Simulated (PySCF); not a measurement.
# [BCl2]+ (SMILES Cl[B+]Cl): CCSD(T)/cc-pVTZ

Aim: the energy change on altering one bond length of [BCl2]+ at CCSD(T)/cc-pVTZ, from 2 runs. The job is set up through a Python script.

The calculation is run with PySCF 2.14.0.

2 further runs of the same task are left out: 2 set aside as unsound or not needed.

### 1 Starting point

[BCl2]+ has 3 atoms, charge +1, and is taken as a singlet. As SMILES, `Cl[B+]Cl`. The coordinates come from a PBE0-D4/def2-TZVP relaxation.

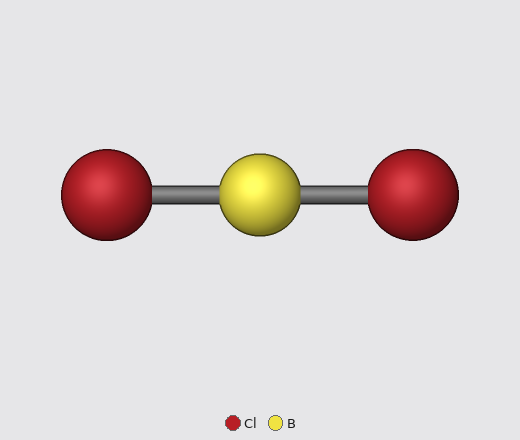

Viewed from a chosen angle; chlorine red, boron yellow.

### 2 The energy at CCSD(T)/cc-pVTZ

Input file input.xyz:

```xyz
3
BCl2
Cl    -1.267920     0.785680    -0.605300
B      0.000010     0.000020     0.000000
Cl     1.267910    -0.785700     0.605290
```

Input file job.py:

```python
from pyscf import gto, cc

molecule = gto.M(
    atom='input.xyz',
    max_memory=1860,
    spin=0,
    charge=1,
    verbose=3,
    basis='cc-pvtz',
)

hf = molecule.RHF()
hf.conv_tol = 1e-10
hf.kernel()
if not hf.converged:
    hf = hf.newton().run(hf.mo_coeff, hf.mo_occ)

mycc = cc.CCSD(hf, frozen=11)
mycc.kernel()
e_t = mycc.ccsd_t()
energy = mycc.e_tot + e_t
print('E = %.10f Eh' % energy)
```

Command:

```sh
$ OMP_NUM_THREADS=1 python job.py
```

Log:

```text
converged SCF energy = -943.487425449975
E(CCSD) = -943.9623577633616  E_corr = -0.4749323133867295
CCSD(T) correction = -0.023070745196477
E = -943.9854285086 Eh
```

Run time: 26 s. Hardware: 1 thread of Arm Neoverse V1, shared host; peak memory 0.51 GiB.

### 3 The distorted shape at the same level

Input file geometry.xyz:

```xyz
3
BCl2
Cl    -2.282276     1.414278    -1.089549
B     -1.014346     0.628618    -0.484249
Cl     1.267910    -0.785700     0.605290
```

Input file calc.py:

```python
from pyscf import gto, scf, cc

system = gto.M(
    atom='geometry.xyz',
    verbose=4,
    basis='cc-pvtz',
    max_memory=1860,
    charge=1,
)

hf = scf.RHF(system)
hf.conv_tol = 1e-10
hf.kernel()
if not hf.converged:
    hf = hf.newton().run(hf.mo_coeff, hf.mo_occ)

mycc = cc.CCSD(hf, frozen=11)
mycc.kernel()
e_t = mycc.ccsd_t()
etot = mycc.e_tot + e_t
print(f'total energy: {etot:.8f} hartree')
```

Command:

```sh
$ OMP_NUM_THREADS=1 python calc.py
```

Log:

```text
PySCF version 2.14.0

[INPUT] num. atoms = 3
[INPUT] num. electrons = 38
[INPUT] charge = 1
[INPUT] spin (= nelec alpha-beta = 2S) = 0
[INPUT] symmetry False subgroup None
[INPUT] Mole.unit = angstrom
[INPUT] Symbol           X                Y                Z      unit          X                Y                Z       unit  Magmom
[INPUT]  1 Cl    -2.282276000000   1.414278000000  -1.089549000000 AA   -4.312876580668   2.672598083998  -2.058949209294 Bohr   0.0
[INPUT]  2 B     -1.014346000000   0.628618000000  -0.484249000000 AA   -1.916836135548   1.187915856972  -0.915097986095 Bohr   0.0
[INPUT]  3 Cl     1.267910000000  -0.785700000000   0.605290000000 AA    2.396002650597  -1.484757816071   1.143832325938 Bohr   0.0

nuclear repulsion = 77.3949947674045
number of shells = 27
number of NR pGTOs = 160
number of NR cGTOs = 98
basis = cc-pvtz
ecp = {}

[... 43 lines left out ...]
converged SCF energy = -943.258602996903
[... 12 lines left out ...]
Init t2, MP2 energy = -943.71180942451  E_corr(MP2) -0.453206427606695
[... 16 lines left out ...]
CCSD converged
[... 2 lines left out ...]
total energy: -943.79318268 hartree
```

It took 29 s on 1 thread of Arm Neoverse V1, shared host; peak memory 0.5 GiB.

### 4 What came out

Level: CCSD(T)/cc-pVTZ, 11 core orbitals frozen.

```
                                                          quantity          value
                                         first shape: total energy  -943.98543 Eh
                  first shape: HOMO energy (Hartree–Fock orbitals)      -20.27 eV
                  first shape: LUMO energy (Hartree–Fock orbitals)       -4.31 eV
                first shape: HOMO–LUMO gap (Hartree–Fock orbitals)       15.95 eV
         first shape: correlation energy (11 core orbitals frozen)     -498.0 mEh
                                       first shape: (T) correction     -23.07 mEh
                                        first shape: T1 diagnostic          0.014
                                     distorted shape: total energy  -943.79318 Eh
              distorted shape: HOMO energy (Hartree–Fock orbitals)      -18.08 eV
              distorted shape: LUMO energy (Hartree–Fock orbitals)       -8.90 eV
            distorted shape: HOMO–LUMO gap (Hartree–Fock orbitals)        9.19 eV
     distorted shape: correlation energy (11 core orbitals frozen)     -534.6 mEh
                                   distorted shape: (T) correction     -32.61 mEh
                                    distorted shape: T1 diagnostic          0.033
energy change with the B2–Cl3 bond stretched from 1.610 to 2.898 Å       5.231 eV
```

With the B2–Cl3 bond stretched from 1.610 to 2.898 Å the energy rises by 5.23 eV (505 kJ/mol). The first shape isn't relaxed at this level, so the change isn't measured from a minimum. The triples (first shape) make up 4.6 % of the correlation energy. The T1 diagnostic (distorted shape) of 0.033 is above the customary mark for such species, so a single reference may not serve. Mulliken charges (distorted shape) of the mean-field density run from +0.27 on Cl3 to +0.39 on Cl1. The triples (distorted shape) make up 6.1 % of the correlation energy.
